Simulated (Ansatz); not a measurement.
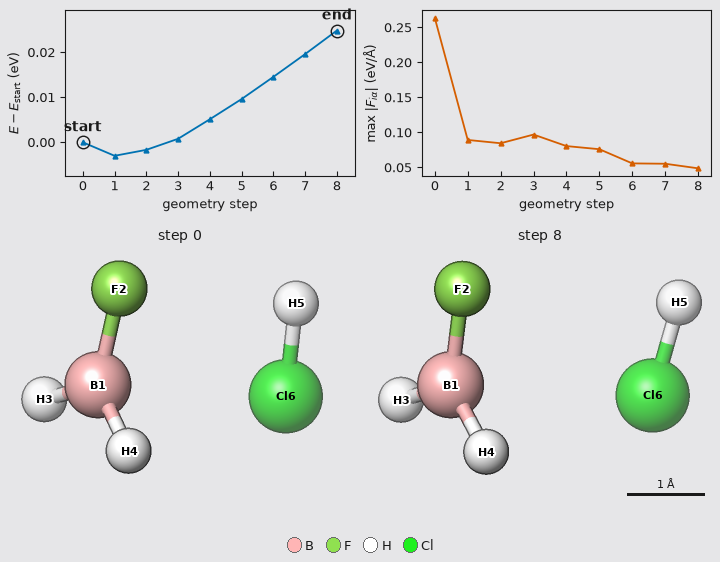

First and last geometry of a saddle-point search of BH₃ClF, with the history of the run. The picture is a ball-and-stick view, seen at a tilt.

The calculation used Ansatz 0.2.0, RKS PBE0-D4/def2-SVP.

The input:
```yaml
crystal:
  periodic: [false, false, false]
  atoms:
    - {symbol: B, position_ang: [-0.249633, 0.357738, -0.876455]}
    - {symbol: F, position_ang: [0.805464, 1.076624, -0.521848]}
    - {symbol: H, position_ang: [-0.058111, -0.627947, -1.526591]}
    - {symbol: H, position_ang: [-1.331767, 0.779150, -0.589526]}
    - {symbol: H, position_ang: [0.917583, -0.405827, 1.856663]}
    - {symbol: Cl, position_ang: [-0.083637, -1.179738, 1.657857]}
basis:
  gaussian: {orbitals: def2-SVP}
hamiltonian: {xc: pbe0, dispersion: d4}
saddle:
  max_steps: 30
  mode_guess:
    - [-0.2236, -0.3457, 0.2150]
    - [0.1377, -0.1104, 0.3526]
    - [0.0241, 0.0268, 0.0042]
    - [0.0303, 0.0199, -0.0003]
    - [0.3001, 0.5216, -0.3750]
    - [-0.2686, -0.1123, -0.1966]
```

Run as
```bash
ansatz run in.yaml --threads 2 --pin off --events-out ev --progress --plain --max-ram 4352MiB
```

**What do the curves and the structures tell?**

The relaxation stopped without meeting its thresholds, so the last structure isn't shown to be converged. The input was poor on purpose: start at a minimum. The atom that moves furthest after the best rigid fit is H5 (0.36 Å). By element the largest moves are H 0.36 Å, F 0.27 Å, B 0.11 Å, Cl 0.11 Å. Some distances before and after: B1–H3 1.196 → 1.209 Å, H5–Cl6 1.281 → 1.287 Å. Over 8 geometry steps the energy rises by 0.025 eV. The largest force component goes from 0.26 to 0.049 eV/Å. Cost: 26 s on 2 threads of Intel Xeon Platinum 8488C, with other jobs on the host.

```tsv
step	E − E(0), eV	largest force component, eV/Å
0	0.0000	0.2635
1	-0.0030	0.0893
2	-0.0017	0.0846
3	0.0008	0.0970
4	0.0051	0.0805
5	0.0096	0.0761
6	0.0145	0.0558
7	0.0196	0.0553
8	0.0248	0.0488
```

Limits of the set-up: the start holds two separate molecules, 2.8 Å apart at their closest, whose relative position is a soft coordinate.
